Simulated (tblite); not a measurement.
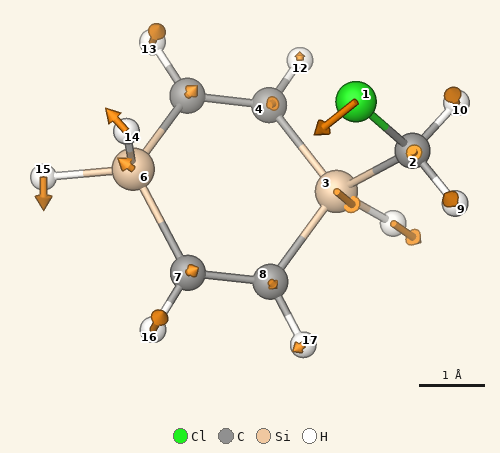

This is a relaxation of C$_{5}$H$_{9}$ClSi$_{2}$. The starting structure is drawn; orange arrows show the displacements, 5 times their true length. The two geometries are superimposed by the best rigid fit.

A ball-and-stick model, seen at a tilt.

All numbers below come from GFN2-xTB geometry optimisation, gas phase (tblite). 

Question: What happened in the run?

Answer: Over 50 geometry steps the energy falls by 0.301 eV. The atom that moves furthest after the best rigid fit is the Cl atom (0.19 Å). By element the largest moves are Cl 0.19 Å, Si 0.17 Å, H 0.16 Å, C 0.07 Å. Near-neighbour distances that change, for instance: Si–Si 3.271 → 3.439 Å, C–Si 1.825 → 1.884 Å, C–Si 1.888 → 1.924 Å, C–Si 1.853 → 1.884 Å. Among the angles between lasting bonds that change: Cl–C–H 113.9° → 106.7°, Si–C–H 107.1° → 112.7°, Si–C–H 121.5° → 116.6°.
